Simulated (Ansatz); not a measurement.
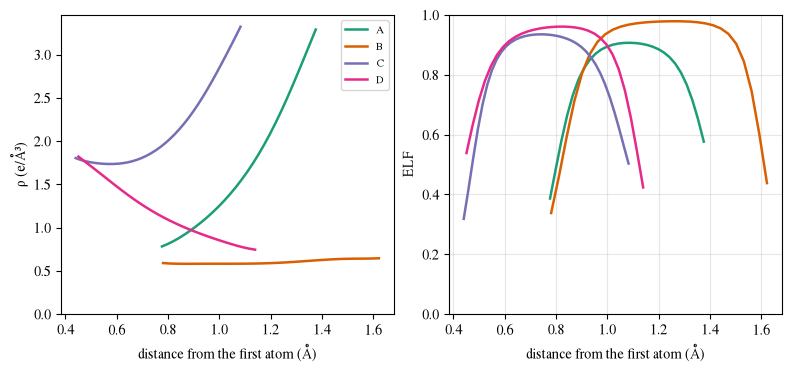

The picture shows: C2H12N2Si2. Total electron density and ELF along straight lines between neighbouring atoms. The curves leave out the atomic cores.

Level of theory: RKS PBE0/6-31G* (Ansatz 0.2.0).

| atom | x (Å) | y (Å) | z (Å) |
| --- | --- | --- | --- |
| C | 0.8911 | -2.1751 | -0.3805 |
| N | 1.2806 | -0.8507 | -0.8799 |
| Si | -0.3003 | 0.4068 | -1.4197 |
| N | 0.8184 | 1.6863 | -1.9331 |
| Si | -0.5492 | 1.0638 | 0.8785 |
| C | -1.8382 | 0.0838 | 1.8713 |
| H | 0.1938 | -2.6205 | -1.0944 |
| H | 1.7516 | -2.8367 | -0.2377 |
| H | 0.3719 | -2.0524 | 0.5734 |
| H | 1.8880 | -0.3719 | -0.2151 |
| H | 1.8096 | -0.9260 | -1.7474 |
| H | 1.1324 | 2.4490 | -1.3459 |
| H | 0.7366 | 1.9999 | -2.8910 |
| H | 0.7619 | 0.9496 | 1.6336 |
| H | -0.9088 | 2.5183 | 0.9828 |
| H | -1.9183 | 0.4500 | 2.9003 |
| H | -2.8242 | 0.1711 | 1.4016 |
| H | -1.5901 | -0.9833 | 1.9122 |

Which curve belongs to which contact (C–N, C–Si, Si–N and Si–Si)? The first atom named is at distance zero.

Curve A: Si–N (1.78 Å): ρ is about 0.97 e/Å³ halfway; the ELF peaks at about 0.90 between the atoms; a polar covalent bond. Curve B: Si–Si (2.40 Å): the density is about 0.59 e/Å³ at the midpoint; the ELF peaks at about 1 between the atoms: a covalent bond. Curve C: C–N (1.47 Å): ρ at the midpoint is about 1.9 e/Å³; the ELF peaks at about 0.95 between the atoms; a shared electron pair. Curve D: C–Si (1.90 Å): the density is about 0.9 e/Å³ at the midpoint; the ELF peaks at about 0.95 between the atoms; localised, covalent bonding.
